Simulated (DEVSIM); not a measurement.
Device: W/HfO2/p-GaAs capacitor, at 300 K.

| layer (left to right) | material | thickness (nm) | Na (cm⁻³) |
|---|---|---|---|
| 1 | HfO2 | 17.0 | - |
| 2 | GaAs | 460 | 2e18 |

Metal gate on the left, work function 4.6 eV. Fixed charge at the semiconductor interface -1.4e10 cm⁻² (in units of +e); no interface traps.

The device is made up for the run: typed textbook-type constants, with dimensions and the other settings drawn at random. Values at 300 K.

```
parameter      HfO2    GaAs
-------------  ----  ------
gap (eV)        5.7   1.424
affinity (eV)   2.5    4.07
permittivity     22    12.9
Nc (cm⁻³)         -  4.7e17
Nv (cm⁻³)         -    9e18
```

Model (solved in DEVSIM): 1D Poisson equation in equilibrium, Boltzmann statistics, complete ionisation; no quantum confinement or tunnelling. Metal contacts follow the ideal Schottky-Mott rule: no Fermi-level pinning, no interface dipoles.

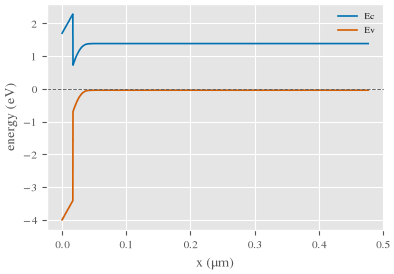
Figure: Band edges at 0.4 V on the gate

Energies count from the Fermi level of the right contact; mesh points crowd at the junctions.

```json
[
 {"x (μm)": "0.000", "Ec (eV)": "1.700", "Ev (eV)": "-4.000", "n (cm⁻³)": "< 1e2", "p (cm⁻³)": "< 1e2", "field (V/cm)": "350000"},
 {"x (μm)": "0.001071", "Ec (eV)": "1.738", "Ev (eV)": "-3.962", "n (cm⁻³)": "< 1e2", "p (cm⁻³)": "< 1e2", "field (V/cm)": "350000"},
 {"x (μm)": "0.002865", "Ec (eV)": "1.800", "Ev (eV)": "-3.900", "n (cm⁻³)": "< 1e2", "p (cm⁻³)": "< 1e2", "field (V/cm)": "350000"},
 {"x (μm)": "0.006207", "Ec (eV)": "1.918", "Ev (eV)": "-3.782", "n (cm⁻³)": "< 1e2", "p (cm⁻³)": "< 1e2", "field (V/cm)": "350000"},
 {"x (μm)": "0.01218", "Ec (eV)": "2.127", "Ev (eV)": "-3.573", "n (cm⁻³)": "< 1e2", "p (cm⁻³)": "< 1e2", "field (V/cm)": "350000"},
 {"x (μm)": "0.01491", "Ec (eV)": "2.223", "Ev (eV)": "-3.477", "n (cm⁻³)": "< 1e2", "p (cm⁻³)": "< 1e2", "field (V/cm)": "350000"},
 {"x (μm)": "0.01637", "Ec (eV)": "2.274", "Ev (eV)": "-3.426", "n (cm⁻³)": "< 1e2", "p (cm⁻³)": "< 1e2", "field (V/cm)": "350000"},
 {"x (μm)": "0.01764", "Ec (eV)": "0.764", "Ev (eV)": "-0.660", "n (cm⁻³)": "69000", "p (cm⁻³)": "7.3e7", "field (V/cm)": "580000"},
 {"x (μm)": "0.01927", "Ec (eV)": "0.854", "Ev (eV)": "-0.570", "n (cm⁻³)": "2100", "p (cm⁻³)": "2.4e9", "field (V/cm)": "530000"},
 {"x (μm)": "0.02257", "Ec (eV)": "1.015", "Ev (eV)": "-0.409", "n (cm⁻³)": "< 1e2", "p (cm⁻³)": "1.2e12", "field (V/cm)": "440000"},
 {"x (μm)": "0.02906", "Ec (eV)": "1.241", "Ev (eV)": "-0.183", "n (cm⁻³)": "< 1e2", "p (cm⁻³)": "7.6e15", "field (V/cm)": "260000"},
 {"x (μm)": "0.04762", "Ec (eV)": "1.384", "Ev (eV)": "-0.040", "n (cm⁻³)": "< 1e2", "p (cm⁻³)": "1.9e18", "field (V/cm)": "2600"},
 {"x (μm)": "0.07616", "Ec (eV)": "1.385", "Ev (eV)": "-0.039", "n (cm⁻³)": "< 1e2", "p (cm⁻³)": "2.0e18", "field (V/cm)": "≈ 0"},
 {"x (μm)": "0.1343", "Ec (eV)": "1.385", "Ev (eV)": "-0.039", "n (cm⁻³)": "< 1e2", "p (cm⁻³)": "2.0e18", "field (V/cm)": "≈ 0"},
 {"x (μm)": "0.2893", "Ec (eV)": "1.385", "Ev (eV)": "-0.039", "n (cm⁻³)": "< 1e2", "p (cm⁻³)": "2.0e18", "field (V/cm)": "≈ 0"},
 {"x (μm)": "0.3820", "Ec (eV)": "1.385", "Ev (eV)": "-0.039", "n (cm⁻³)": "< 1e2", "p (cm⁻³)": "2.0e18", "field (V/cm)": "≈ 0"},
 {"x (μm)": "0.4292", "Ec (eV)": "1.385", "Ev (eV)": "-0.039", "n (cm⁻³)": "< 1e2", "p (cm⁻³)": "2.0e18", "field (V/cm)": "≈ 0"},
 {"x (μm)": "0.4523", "Ec (eV)": "1.385", "Ev (eV)": "-0.039", "n (cm⁻³)": "< 1e2", "p (cm⁻³)": "2.0e18", "field (V/cm)": "≈ 0"},
 {"x (μm)": "0.4674", "Ec (eV)": "1.385", "Ev (eV)": "-0.039", "n (cm⁻³)": "< 1e2", "p (cm⁻³)": "2.0e18", "field (V/cm)": "≈ 0"},
 {"x (μm)": "0.4727", "Ec (eV)": "1.385", "Ev (eV)": "-0.039", "n (cm⁻³)": "< 1e2", "p (cm⁻³)": "2.0e18", "field (V/cm)": "≈ 0"},
 {"x (μm)": "0.4754", "Ec (eV)": "1.385", "Ev (eV)": "-0.039", "n (cm⁻³)": "< 1e2", "p (cm⁻³)": "2.0e18", "field (V/cm)": "≈ 0"},
 {"x (μm)": "0.4770", "Ec (eV)": "1.385", "Ev (eV)": "-0.039", "n (cm⁻³)": "< 1e2", "p (cm⁻³)": "2.0e18", "field (V/cm)": "≈ 0"}
]
```
